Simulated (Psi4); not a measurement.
**Single-point calculation of CuH2ClO (charge +1)**

CuH2ClO, charge +1, multiplicity 2, computed with HF/STO-3G, UHF (Psi4 1.11).

The geometry is that of the parent species in another charge or spin state. The geometry comes from this level: PBE0-D4/def2-TZVP.

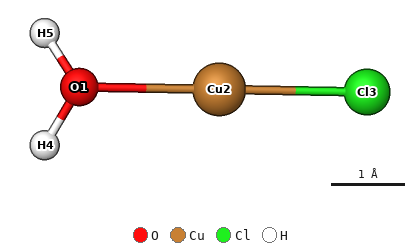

Fig. 1: The structure as given in the input (ball-and-stick view, seen on its broad side; atoms are numbered from 1 in the order of the input). Sticks mark near contacts. Bond lengths as drawn: Cl–Cu 2.07 Å, Cu–O 1.96 Å and H–O 0.96 Å.

**The input (clcuh2o.inp)**
```
memory 1600 MB

molecule mol {
  1 2
  O     -0.651300     0.716900    -0.357000
  Cu     0.713600    -0.423800     0.458100
  Cl     2.150600    -1.649200     1.309900
  H     -1.560200     0.489100    -0.137400
  H     -0.602700     0.793300    -1.315100
  symmetry c1
}

set {
  reference     uhf
  puream        true
  e_convergence 1e-09
  d_convergence 1e-08
  scf_type      pk
  maxiter       200
}

e_tot, wfn = energy('scf/STO-3G', return_wfn=True)
print_variables()
```

Hardware: 1 thread of Intel Xeon (Granite Rapids), 12 GiB of memory available, shared host.

Run as:
```bash
psi4 -n 1 clcuh2o.inp clcuh2o.out
```

**The program's output**
```
Psi4 1.11 release

   => Loading Basis Set <=

    Name: STO-3G
    Role: ORBITAL
    Keyword: BASIS

         ---------------------------------------------------------
                                   SCF
                              UHF Reference
                        1 Threads,   1525 MiB Core
         ---------------------------------------------------------

  ==> Geometry <==

    Molecular point group: c1
    Full point group: C1

    Geometry (in Angstrom), charge = 1, multiplicity = 2:

       Center              X                  Y                   Z               Mass
    ------------   -----------------  -----------------  -----------------  -----------------
         O           -1.578866011817     1.334462026488    -0.939005622385    15.994914619570
         CU          -0.213966011817     0.193762026488    -0.123905622385    62.929597720000
         CL           1.223033988183    -1.031637973512     0.727894377615    34.968852682000
         H           -2.487766011817     1.106662026488    -0.719405622385     1.007825032230
         H           -1.530266011817     1.410862026488    -1.897105622385     1.007825032230

  Running in c1 symmetry.

  Rotational constants: A =     11.08023  B =      0.07971  C =      0.07937 [cm^-1]
  Rotational constants: A = 332176.93331  B =   2389.51072  C =   2379.45668 [MHz]
  Nuclear repulsion =  231.825758358598478

  Charge       = 1
  Multiplicity = 2
  Electrons    = 55
  Nalpha       = 28
  Nbeta        = 27

  ==> Algorithm <==

  SCF Algorithm Type is PK.
  DIIS enabled.
  MOM disabled.
  Fractional occupation disabled.
  Guess Type is SAD.
  Energy threshold   = 1.00e-09
  Density threshold  = 1.00e-08
  Integral threshold = 1.00e-12

  ==> Primary Basis <==

  Basis Set: STO-3G
    Blend: STO-3G
    Number of shells: 18
    Number of basis functions: 34
    Number of Cartesian functions: 35
    Spherical Harmonics?: true
    Max angular momentum: 2

  ==> Integral Setup <==

  Using in-core PK algorithm.
   Calculation information:
      Number of atoms:                   5
      Number of AO shells:              18
      Number of primitives:             54
      Number of atomic orbitals:        35
      Number of basis functions:        34

      Integral cutoff                 1.00e-12
      Number of threads:                 1

  Performing in-core PK
  Using 354620 doubles for integral storage.
  We computed 11684 shell quartets total.
  Whereas there are 14706 unique shell quartets.

  ==> DiskJK: Disk-Based J/K Matrices <==

    J tasked:                  Yes
    K tasked:                  Yes
    wK tasked:                  No
    Memory [MiB]:             1144
    Schwarz Cutoff:          1E-12

  Minimum eigenvalue in the overlap matrix is 2.5581300680E-01.
  Reciprocal condition number of the overlap matrix is 1.1715942497E-01.
    Using symmetric orthogonalization.

  ==> Pre-Iterations <==

  SCF Guess: Superposition of Atomic Densities via on-the-fly atomic UHF (no occupation information).

   -------------------------
    Irrep   Nso     Nmo
   -------------------------
     A         34      34
   -------------------------
    Total      34      34
   -------------------------

  ==> Iterations <==

                        Total Energy        Delta E     RMS |[F,P]|

   @UHF iter SAD: -2147.35823458085861   -2.14736e+03   0.00000e+00
   @UHF iter   1: -2147.12554882723180    2.32686e-01   3.19983e-02 ADIIS/DIIS
   @UHF iter   2: -2121.14369173523801    2.59819e+01   7.52869e-02 ADIIS/DIIS
   @UHF iter   3: -2149.69798717098320   -2.85543e+01   9.38799e-03 ADIIS/DIIS
   @UHF iter   4: -2149.78802893829197   -9.00418e-02   2.50542e-03 ADIIS/DIIS
   @UHF iter   5: -2149.79880177896575   -1.07728e-02   1.80142e-03 ADIIS/DIIS
   @UHF iter   6: -2149.80116274678721   -2.36097e-03   2.00589e-03 ADIIS/DIIS
   @UHF iter   7: -2149.80158115048971   -4.18404e-04   2.01164e-03 ADIIS/DIIS
   @UHF iter   8: -2149.79764322555138    3.93792e-03   2.01709e-03 ADIIS/DIIS
   @UHF iter   9: -2149.79805749008801   -4.14265e-04   1.94208e-03 ADIIS/DIIS
[... 47 lines of further cycles ...]
   @UHF iter  57: -2149.80937914882497   -2.72848e-12   1.84274e-08 DIIS
   @UHF iter  58: -2149.80937914882543   -4.54747e-13   1.56798e-08 DIIS
   @UHF iter  59: -2149.80937914882543    0.00000e+00   1.52306e-08 DIIS
   @UHF iter  60: -2149.80937914882497    4.54747e-13   1.52539e-08 DIIS
   @UHF iter  61: -2149.80937914882406    9.09495e-13   1.56970e-08 DIIS
   @UHF iter  62: -2149.80937914882225    1.81899e-12   1.44424e-08 DIIS
   @UHF iter  63: -2149.80937914882270   -4.54747e-13   1.45744e-08 DIIS
   @UHF iter  64: -2149.80937914882134    1.36424e-12   1.38183e-08 DIIS
   @UHF iter  65: -2149.80937914881451    6.82121e-12   1.15092e-08 DIIS
   @UHF iter  66: -2149.80937914881315    1.36424e-12   9.51491e-09 DIIS
  Energy and wave function converged.

  ==> Post-Iterations <==

   @Spin Contamination Metric:   1.536433749E-02
   @S^2 Expected:                7.500000000E-01
   @S^2 Observed:                7.653643375E-01
   @S   Expected:                5.000000000E-01
   @S   Observed:                5.000000000E-01

    Orbital Energies [Eh]
    ---------------------

    Alpha Occupied:

       1A   -326.346214     2A   -103.894602     3A    -40.945520
       4A    -36.443728     5A    -36.443686     6A    -36.423982
       7A    -20.678177     8A    -10.578312     9A     -8.021377
      10A     -8.016130    11A     -8.016061    12A     -5.694585
      13A     -4.063938    14A     -4.063900    15A     -3.968667
      16A     -1.660948    17A     -1.213003    18A     -0.998866
      19A     -0.963856    20A     -0.924437    21A     -0.918318
      22A     -0.912319    23A     -0.898994    24A     -0.796788
      25A     -0.681782    26A     -0.600386    27A     -0.600279
      28A     -0.510170

    Alpha Virtual:

      29A     -0.130922    30A     -0.123044    31A     -0.007207
      32A      0.168426    33A      0.356810    34A      0.381341

    Beta Occupied:

       1A   -326.345698     2A   -103.894542     3A    -40.920808
       4A    -36.423701     5A    -36.407711     6A    -36.407622
       7A    -20.677000     8A    -10.578209     9A     -8.020455
      10A     -8.016501    11A     -8.016360    12A     -5.587032
      13A     -3.973834    14A     -3.863927    15A     -3.863152
      16A     -1.657641    17A     -1.212149    18A     -0.996999
      19A     -0.910225    20A     -0.870866    21A     -0.870332
      22A     -0.867527    23A     -0.793253    24A     -0.677124
      25A     -0.601789    26A     -0.601310    27A     -0.532303

    Beta Virtual:

      28A     -0.120452    29A     -0.112683    30A     -0.024664
      31A      0.173745    32A      0.303155    33A      0.359525
      34A      0.382848

    Final Occupation by Irrep:
              A
    DOCC [    27 ]
    SOCC [     1 ]
    NA   [    28 ]
    NB   [    27 ]

  @UHF Final Energy: -2149.80937914881315

   => Energetics <=

    Nuclear Repulsion Energy =            231.8257583585984776
    One-Electron Energy =               -3434.4031819958649976
    Two-Electron Energy =                1052.7680444884533699
    Total Energy =                      -2149.8093791488126953

  UHF NO Occupations:
  HONO-2 :   26  A 1.9998712
  HONO-1 :   27  A 1.9925544
  HONO-0 :   28  A 1.0000000
  LUNO+0 :   29  A 0.0074456
  LUNO+1 :   30  A 0.0001288
  LUNO+2 :   31  A 0.0001098
  LUNO+3 :   32  A 0.0000243

Computation Completed

Properties will be evaluated at   0.000000,   0.000000,   0.000000 [a0]

Properties computed using the SCF density matrix

 Multipole Moments:

 ------------------------------------------------------------------------------------
     Multipole            Electronic (a.u.)      Nuclear  (a.u.)        Total (a.u.)
 ------------------------------------------------------------------------------------

 L = 1.  Multiply by 2.5417464519 to convert [e a0] to [Debye]
 Dipole X            :          1.3489687           -3.8973649           -2.5483961
 Dipole Y            :         -0.8226629            2.4084058            1.5857429
 Dipole Z            :          0.8842775           -2.5466230           -1.6623455
 Magnitude           :                                                    3.4310780

 ------------------------------------------------------------------------------------

	total time  =          1 seconds =       0.02 minutes

  Variable Map:
  ----------------------------------------------------------------------------
  "CURRENT ENERGY"           =>   -2149.809379148813
  "CURRENT REFERENCE ENERGY" =>   -2149.809379148813
  "DD SOLVATION ENERGY"      =>       0.000000000000
  "HF KINETIC ENERGY"        =>    2135.297209207118
  "HF POTENTIAL ENERGY"      =>   -4285.106588355930
  "HF TOTAL ENERGY"          =>   -2149.809379148813
  "HF VIRIAL RATIO"          =>       2.006796323191
  "NUCLEAR REPULSION ENERGY" =>     231.825758358598
  "ONE-ELECTRON ENERGY"      =>   -3434.403181995865
  "PCM POLARIZATION ENERGY"  =>       0.000000000000
  "PE ENERGY"                =>       0.000000000000
  "SCF ITERATION ENERGY"     =>   -2149.809379148813
  "SCF ITERATIONS"           =>      66.000000000000
  "SCF TOTAL ENERGY"         =>   -2149.809379148813
  "TWO-ELECTRON ENERGY"      =>    1052.768044488453

  Array Variable Map:
  ----------------------------------------------------------------------------
  "CURRENT DIPOLE"           =>      -2.548396118264 ... -1.662345523324 1 by 3
  "SCF DIPOLE"               =>      -2.548396118264 ... -1.662345523324 1 by 3
  "SCF TOTAL ENERGIES"       =>   -2147.358234580859 ... -2149.809379148813 1 by 67

    Psi4 run time: 0:00:01.12
```

**Key numbers**

- outcome: converged
- total energy: −2149.809379 hartree
- basis functions: 34
- ⟨S²⟩: 0.765
- wall time: 2 s
- peak memory: 0.2 GiB
